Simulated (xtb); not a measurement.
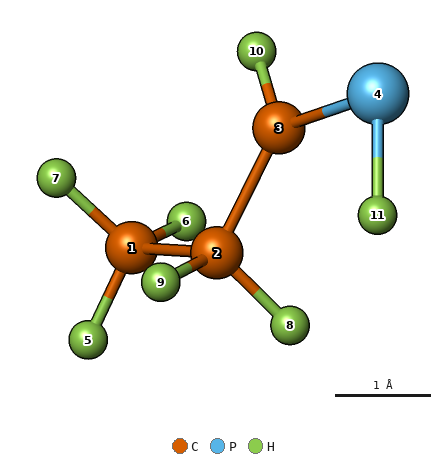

The input geometry (ball-and-stick view, seen at a tilt; atoms are numbered from 1 in the order of the input). Bond lengths as drawn: C–C 1.50 to 1.52 Å, C–H 1.08 to 1.10 Å, C–P 1.67 Å and H–P 1.41 Å.

C$_{3}$H$_{7}$P: property calculation

The run: property calculation of C$_{3}$H$_{7}$P. Method and program: GFN1-xTB (xtb 6.7.1).

The geometry comes from this level: GFN2-xTB.

### What the program printed
```
* xtb version 6.7.1
   ID    Z sym.   atoms
    1    6 C      1-3
    2   15 P      4
    3    1 H      5-11

           -------------------------------------------------
          |                Calculation Setup                |
           -------------------------------------------------

          program call               : xtb --lmo --gfn 1 --cma --norestart --chrg 0 -- geo.gen
          coordinate file            : geo.gen
          omp threads                :                     1

           -------------------------------------------------
          |                 G F N 1 - x T B                 |
           -------------------------------------------------

      * Hamiltonian:
        H0-scaling (s, p, d)           1.850000    2.250000    2.000000
        zeta-weighting                 0.000000
      * Dispersion:
        s8                             2.400000
        a1                             0.630000
        a2                             5.000000
        s9                             0.000000
      * Repulsion:
        kExp                           1.500000
        rExp                           1.000000
      * Coulomb:
        alpha                          2.000000
        third order                    atomic
        anisotropic                    false
      * Halogen bond correction:
        rad-scale                      1.300000
        damping                        0.440000

          ...................................................
          :                      SETUP                      :
          :.................................................:
          :  # basis functions                  36          :
          :  # atomic orbitals                  35          :
          :  # shells                           23          :
          :  # electrons                        24          :
          :  # halogen bonds                     0          :
          :  max. iterations                   250          :
          :  Hamiltonian                  GFN1-xTB          :
          :  restarted?                      false          :
          :  GBSA solvation                  false          :
          :  PC potential                    false          :
          :  electronic temp.          300.0000000     K    :
          :  accuracy                    1.0000000          :
          :  -> integral cutoff          0.2500000E+02      :
          :  -> integral neglect         0.1000000E-07      :
          :  -> SCF convergence          0.1000000E-05 Eh   :
          :  -> wf. convergence          0.2000000E-04 e    :
          :  Broyden damping             0.4000000          :
          :  net charge                          0          :
          :  unpaired electrons                  0          :
          ...................................................

 iter      E             dE          RMSdq      gap      omega  full diag
   1    -12.7757728 -0.127758E+02  0.785E+00    3.61       0.0  T
   2    -12.7451249  0.306479E-01  0.483E+00    3.41       1.0  T
   3    -12.6054458  0.139679E+00  0.507E+00    4.09       1.0  T
   4    -12.8570115 -0.251566E+00  0.668E-01    3.37       1.0  T
   5    -12.8613684 -0.435697E-02  0.185E-01    3.30       1.0  T
   6    -12.8619010 -0.532548E-03  0.716E-02    3.32       1.0  T
   7    -12.8619589 -0.579536E-04  0.136E-02    3.31       2.2  T
   8    -12.8619595 -0.515042E-06  0.904E-03    3.31       3.3  T
   9    -12.8619604 -0.895868E-06  0.106E-03    3.31      28.3  T
  10    -12.8619604 -0.134421E-07  0.169E-05    3.31    1781.9  T
  11    -12.8619604  0.196287E-10  0.423E-05    3.31     712.4  T

   *** convergence criteria satisfied after 11 iterations ***

         #    Occupation            Energy/Eh            Energy/eV
      -------------------------------------------------------------
         1        2.0000           -0.7362516             -20.0344
       ...           ...                  ...                  ...
         6        2.0000           -0.5313895             -14.4598
         7        2.0000           -0.5156017             -14.0302
         8        2.0000           -0.4888590             -13.3025
         9        2.0000           -0.4883838             -13.2896
        10        2.0000           -0.4677412             -12.7279
        11        2.0000           -0.4314385             -11.7400
        12        2.0000           -0.4048689             -11.0170 (HOMO)
        13                         -0.2830948              -7.7034 (LUMO)
        14                         -0.1743954              -4.7455
        15                         -0.1291256              -3.5137
        16                         -0.1134657              -3.0876
        17                         -0.0926426              -2.5209
       ...                                ...                  ...
        35                          1.1647336              31.6940
      -------------------------------------------------------------
                  HL-Gap            0.1217741 Eh            3.3136 eV
             Fermi-level           -0.3439819 Eh           -9.3602 eV

 localization/xTB-IFF output generation
 averaging CT terms over            1  occ. levels
 averaging CT terms over            1  virt. levels
 dipole moment from electron density (au)
     X       Y       Z
  -0.2711  -0.2579  -0.0004  total (Debye):    0.951
cpu  time for init local
 initialization of trafo matrix to unity

 converged in      9 iterations, threshold :   0.89818262D-06
 lmo centers(Z=2) and atoms on file <lmocent.coord>
 LMO Fii/eV  ncent    charge center   contributions...
    1 sigma -15.05   1.98   1.44354   0.10675  -0.00524    3  C :  0.50    2  C :  0.50
    2 LP    -15.03   1.06   7.98415   1.38668  -0.00197    4  P :  0.97
    3 sigma -14.93   1.95  -0.91826   0.04144  -0.00166    1  C :  0.51    2  C :  0.51
    4 sigma -14.85   2.01   0.36412  -1.50747  -1.10484    2  C :  0.51    8  H :  0.49
    5 sigma -14.85   2.01   0.36779  -1.51614   1.08555    2  C :  0.51    9  H :  0.49
    6 sigma -14.84   2.01   2.33666   2.27820  -0.00716    3  C :  0.51   10  H :  0.49
    7 sigma -14.84   2.01   5.34796  -1.78665   0.01098    4  P :  0.51   11  H :  0.49
    8 sigma -14.82   1.98  -3.21454  -0.07542   0.00083    1  C :  0.51    5  H :  0.49
    9 sigma -14.79   1.97  -2.22364   1.55895   1.11314    1  C :  0.51    7  H :  0.49
   10 sigma -14.79   1.97  -2.22664   1.56768  -1.10077    1  C :  0.51    6  H :  0.49
   11 pi    -13.65   1.98   3.92338   0.53528  -0.65086    4  P :  0.50    3  C :  0.50
   12 pi    -13.64   1.99   3.92174   0.53918   0.64633    4  P :  0.50    3  C :  0.50
 starting deloc pi regularization ...
 thr    2.2000000000000002      # pi deloc LMO           1
 files:
 coordprot.0/xtbscreen.xyz/xtblmoinfo/lmocent.coord
 with protonation site input, xtbdock and
 LMO center info written

 SCC (total)                   0 d,  0 h,  0 min,  0.017 sec
 SCC setup                      ...        0 min,  0.000 sec (  0.589%)
 Dispersion                     ...        0 min,  0.000 sec (  0.285%)
 classical contributions        ...        0 min,  0.000 sec (  0.426%)
 integral evaluation            ...        0 min,  0.003 sec ( 15.972%)
 iterations                     ...        0 min,  0.004 sec ( 20.841%)
 molecular gradient             ...        0 min,  0.005 sec ( 29.917%)
 printout                       ...        0 min,  0.006 sec ( 31.850%)

         :::::::::::::::::::::::::::::::::::::::::::::::::::::
         ::                     SUMMARY                     ::
         :::::::::::::::::::::::::::::::::::::::::::::::::::::
         :: total energy             -12.698743991852 Eh    ::
         :: gradient norm              0.014666224677 Eh/a0 ::
         :: HOMO-LUMO gap              3.313642871500 eV    ::
         ::.................................................::
         :: SCC energy               -12.861960370459 Eh    ::
         :: -> electrostatic           0.000413060375 Eh    ::
         :: repulsion energy           0.166822564388 Eh    ::
         :: dispersion energy         -0.003606185782 Eh    ::
         :: halogen bond corr.         0.000000000000 Eh    ::
         :: add. restraining           0.000000000000 Eh    ::
         :: total charge               0.000000000000 e     ::
         :::::::::::::::::::::::::::::::::::::::::::::::::::::

           -------------------------------------------------
          |                Property Printout                |
           -------------------------------------------------

    * Orbital Energies and Occupations

         #    Occupation            Energy/Eh            Energy/eV
      -------------------------------------------------------------
         1        2.0000           -0.7362516             -20.0344
         2        2.0000           -0.6509512             -17.7133
         3        2.0000           -0.6151620             -16.7394
         4        2.0000           -0.5907263             -16.0745
         5        2.0000           -0.5497841             -14.9604
         6        2.0000           -0.5313895             -14.4598
         7        2.0000           -0.5156017             -14.0302
         8        2.0000           -0.4888590             -13.3025
         9        2.0000           -0.4883838             -13.2896
        10        2.0000           -0.4677412             -12.7279
        11        2.0000           -0.4314385             -11.7400
        12        2.0000           -0.4048689             -11.0170 (HOMO)
        13                         -0.2830948              -7.7034 (LUMO)
        14                         -0.1743954              -4.7455
        15                         -0.1291256              -3.5137
        16                         -0.1134657              -3.0876
        17                         -0.0926426              -2.5209
        18                         -0.0765348              -2.0826
        19                         -0.0652454              -1.7754
        20                         -0.0595596              -1.6207
        21                         -0.0499514              -1.3592
        22                         -0.0482490              -1.3129
        23                         -0.0228828              -0.6227
       ...                                ...                  ...
        35                          1.1647336              31.6940
      -------------------------------------------------------------
                  HL-Gap            0.1217741 Eh            3.3136 eV
             Fermi-level           -0.3439819 Eh           -9.3602 eV

  Mulliken/CM5 charges         n(s)   n(p)   n(d)
     1C    -0.08620 -0.23827   1.006  3.080  0.000
     2C    -0.02963 -0.13535   1.025  3.004  0.000
     3C    -0.07193 -0.08481   1.074  2.998  0.000
     4P     0.00541 -0.13619   1.814  3.087  0.093
     5H     0.02848  0.08009   0.972  0.000  0.000
     6H     0.02850  0.08070   0.972  0.000  0.000
     7H     0.02851  0.08071   0.971  0.000  0.000
     8H     0.02857  0.08405   0.971  0.000  0.000
     9H     0.02848  0.08398   0.972  0.000  0.000
    10H     0.03027  0.09078   0.970  0.000  0.000
    11H     0.00954  0.09430   0.990  0.000  0.000

Wiberg/Mayer (AO) data.
largest (>0.10) Wiberg bond orders for each atom

 ---------------------------------------------------------------------------
     #   Z sym  total        # sym  WBO       # sym  WBO       # sym  WBO
 ---------------------------------------------------------------------------
     1   6 C    3.997 --     2 C    1.016     7 H    0.988     6 H    0.988
                             5 H    0.986
     2   6 C    3.998 --     3 C    1.017     1 C    1.016     9 H    0.966
                             8 H    0.965
     3   6 C    3.989 --     4 P    1.973     2 C    1.017    10 H    0.968
     4  15 P    3.067 --     3 C    1.973    11 H    0.989
     5   1 H    1.005 --     1 C    0.986
     6   1 H    1.006 --     1 C    0.988
     7   1 H    1.006 --     1 C    0.988
     8   1 H    1.012 --     2 C    0.965
     9   1 H    1.012 --     2 C    0.966
    10   1 H    1.005 --     3 C    0.968
    11   1 H    1.014 --     4 P    0.989
 ---------------------------------------------------------------------------

Topologies differ in total number of bonds
Writing topology from bond orders to xtbtopo.mol

 dipole moment from electron density (au)
     X       Y       Z
  -0.2711  -0.2579  -0.0004  total (Debye):    0.951

           -------------------------------------------------
          | TOTAL ENERGY              -12.698743991852 Eh   |
          | GRADIENT NORM               0.014666224677 Eh/α |
          | HOMO-LUMO GAP               3.313642871500 eV   |
           -------------------------------------------------

------------------------------------------------------------------------
------------------------------------------------------------------------
 total:
 *  cpu-time:     0 d,  0 h,  0 min,  0.026 sec
 * ratio c/w:     1.000 speedup
 SCF:
 *  cpu-time:     0 d,  0 h,  0 min,  0.017 sec
 * ratio c/w:     1.000 speedup
```

### File xtblmoinfo
```
11
 6       -2.1583506442        0.7751398740        0.0029908019 -0.8619841051E-01
 6        0.2984531748       -0.7237942531       -0.0065749706 -0.2963590334E-01
 6        2.5797742776        0.9480191716       -0.0049600095 -0.7193552118E-01
15        5.6073473648        0.0497562717        0.0012257496  0.5419675246E-02
 1       -3.7741813372       -0.4949465992       -0.0003038879  0.2848051838E-01
 1       -2.2756127811        1.9777285695       -1.6605164401  0.2849673712E-01
 1       -2.2709398811        1.9646257367        1.6761306234  0.2850537259E-01
 1        0.3519586326       -1.9542987806       -1.6703511495  0.2857193044E-01
 1        0.3584674892       -1.9669600852        1.6473320997  0.2848400773E-01
 1        2.2107342839        2.9607404098       -0.0075547568  0.3027402702E-01
 1        5.1566885884       -2.5723750838        0.0159406505  0.9537566517E-02
   12    0.37415704   -0.28309480   -0.40486893  -12.86196037
 1        1.4435359240        0.1067469195       -0.0052392702
 2        6.3500986099        0.4675452113        0.0002271795
 1       -0.9182592034        0.0414394550       -0.0016645092
 1        0.3641212583       -1.5074685812       -1.1048353910
 1        0.3677905798       -1.5161424875        1.0855528116
 1        2.3366558552        2.2781984806       -0.0071605230
 1        5.3479623795       -1.7866451740        0.0109811863
 1       -3.2145428658       -0.0754183903        0.0008317360
 1       -2.2236382961        1.5589485168        1.1131407022
 1       -2.2266371250        1.5676751137       -1.1007745266
 3        3.9233846664        0.5352781415       -0.6508617401
 3        3.9217352867        0.5391798019        0.6463341713
  0.001002  0.034530  0.419534  0.473007  0.000000  0.002124  0.002137  0.034016  0.033644  0.000001
  0.000005
  0.000112  0.001861  0.370804  0.603046  0.000000  0.000214  0.000231  0.011951  0.011781  0.000000
  0.000001
```

### Standard error
```
normal termination of xtb
```

The run was set up as follows.

### Input file (geo.gen)
```
11 C
 C P H
   1  1     -0.49069000      1.39275000     -0.10313000
   2  1     -0.34021000     -0.11333000     -0.27193000
   3  1      0.83177000     -0.65708000      0.48362000
   4  2      1.33239000     -2.24944000      0.56440000
   5  3     -1.34918000      1.75404000     -0.66466000
   6  3      0.39700000      1.90771000     -0.46447000
   7  3     -0.63406000      1.64687000      0.94498000
   8  3     -0.22932000     -0.35345000     -1.33495000
   9  3     -1.25390000     -0.61353000      0.06681000
  10  3      1.41458000      0.06865000      1.03697000
  11  3      0.32162000     -2.78320000     -0.25763000
```

Run as:
```bash
xtb --lmo --gfn 1 --cma --norestart --chrg 0 -- geo.gen | tee geo.out
```

### Results in brief

- outcome: converged
- electrons treated: 24
- total energy: −12.698744 hartree
- dispersion energy: −0.003606 hartree
- basis functions: 36
- HOMO: −11.02 eV
- LUMO: −7.70 eV
- dipole moment: 0.95 D
- hardware: 1 thread of Intel Xeon @ 2.50GHz (Skylake/Cascade Lake), 16 GiB of memory available, shared host
- peak memory: 0.083 GiB
